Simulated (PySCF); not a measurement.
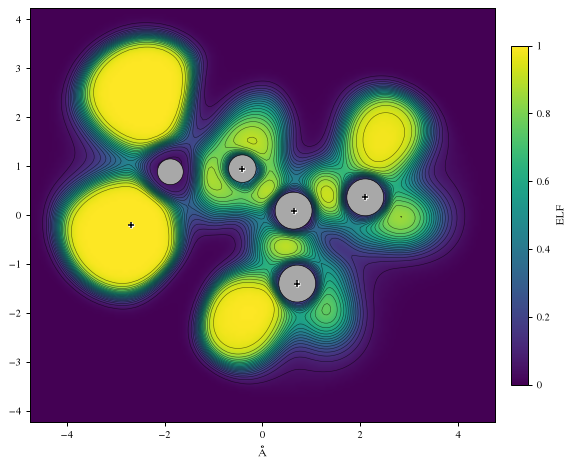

The electron localisation function on a plane through atoms (crosses mark nuclei in the plane; grey discs cover the cores).

The calculation used PySCF 2.14.0, CAM-B3LYP/def2-SVPD, SCF density, gas phase.

Candidates:
A. C₄H₄F₂ (SMILES F/C=C\C=C\F)
B. C₅H₉FOSi (SMILES FC[SiH2]O[C@]12C[C@H]1C2)

### Which system is this?

Candidate B: C₅H₉FOSi on the plane of atoms O4, C5 and C6, which holds O, C and H. C–O (1.35 Å): the ELF peaks at about 0.90 between the atoms; a shared but strongly polarised pair. C–C (1.49 Å): the ELF peaks at about 0.90 between the atoms; a shared electron pair.
